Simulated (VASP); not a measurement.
Band structure of Al2Cu (space group I4/mmm). All values below come from PBEsol GGA, VASP's PBE PAW potentials (set 64) (plane waves; VASP).

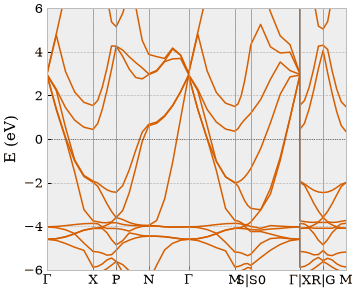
Figure: Bands along high-symmetry lines, zero at the valence-band maximum or, without a gap, the Fermi level

### Question
Read the plot: is there a gap, and where are the band edges?

### Answer
It has no gap at this level: it comes out as a metal or semimetal.

The structure comes from a computed database's Al2Cu entry (I4/mmm); how it stands against other phases isn't given here. The cell was not relaxed at this level. The electron count is odd and the run is not spin-polarised, which forces a metal.
